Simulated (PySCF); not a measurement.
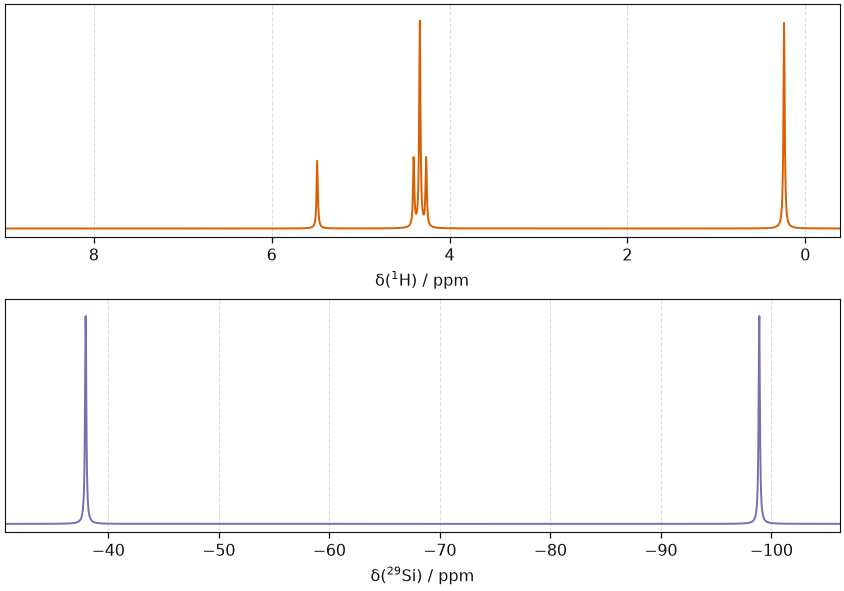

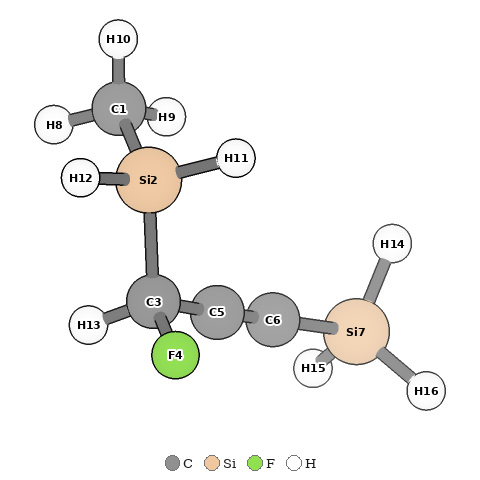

Spectrum and numbered structure of C₄H₉FSi₂, SMILES C[SiH2][C@H](F)C#C[SiH3]. GIAO shifts, PBE0/pcSseg-1 with PySCF, at a GFN2-xTB geometry (no frequency check), against TMS for ¹H and TMS for ²⁹Si computed at the same level. Gas phase, fully decoupled, line heights follow the number of nuclei, widths are arbitrary (no quadrupolar broadening); values of one conformer, averaged over methyl-type rotors and exact or near symmetry; other conformers aren't averaged in.

Question: Which ¹H nuclei are the least shielded, and which the most?

Answer: Least shielded: H13 at 5.49 ppm. Most shielded: H8, H9 and H10 at 0.24 ppm.

Question: Assign the ²⁹Si signals to the numbered atoms.

Answer:
| δ (ppm) | nuclei | atoms |
| --- | --- | --- |
| −38.0 | 1 | Si2 |
| −98.9 | 1 | Si7 |

Known limits of this run: the tight-binding geometry is rougher than a DFT one and adds to the error.
